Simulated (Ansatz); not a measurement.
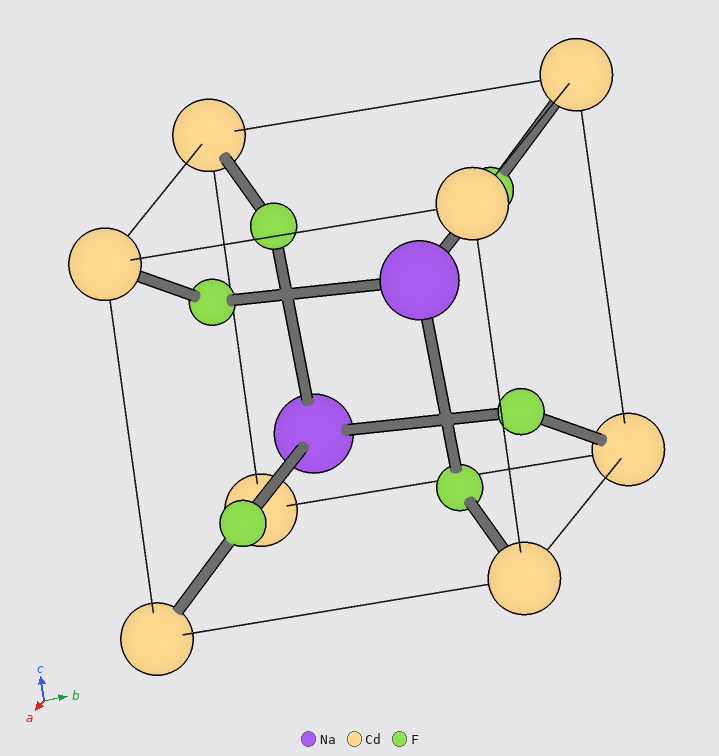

A ball-and-stick rendering, viewed slightly off an axis. One simulation cell is framed, with atoms on its boundary repeated.

```yaml
crystal:
  lattice:
    - [0.00000, 3.92067, 3.92067]
    - [3.92067, 0.00000, 3.92067]
    - [3.92067, 3.92067, 0.00000]
  atoms:
    - { symbol: Na, position: [0.25000, 0.25000, 0.25000] }
    - { symbol: Na, position: [0.75000, 0.75000, 0.75000] }
    - { symbol: Cd, position: [0.00000, 0.00000, 0.00000] }
    - { symbol: F, position: [0.79500, 0.20500, 0.20500] }
    - { symbol: F, position: [0.20500, 0.79500, 0.20500] }
    - { symbol: F, position: [0.20500, 0.79500, 0.79500] }
    - { symbol: F, position: [0.79500, 0.20500, 0.79500] }
    - { symbol: F, position: [0.20500, 0.20500, 0.79500] }
    - { symbol: F, position: [0.79500, 0.79500, 0.20500] }
```

The numbers come from Ansatz, DFT, PAW plane waves, m-r2SCAN, using plane-wave cutoff 500 eV, an 8×8×8 k-point grid, Fermi-Dirac smearing of 0.1 eV, no spin polarisation. The pressure of the cell is 86 GPa.

**How are the electrons shared out in a Bader analysis?**

Na +0.94 e; Cd +2.29 e; F -0.69 e.

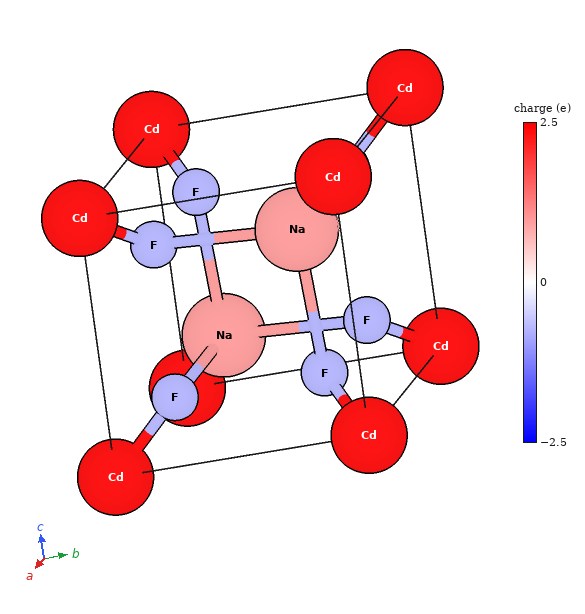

The atoms coloured by those charges.

Shown is a generated cell, made by putting these elements into a known structure type (the compound may or may not exist in this form), as it stood before any relaxation. It went into a calculation with Ansatz.

At this level of theory the cell isn't at rest (compressed, at 86 GPa and forces up to 21.0 eV/Å), so its distances can differ from those at equilibrium, the more so the softer the solid.
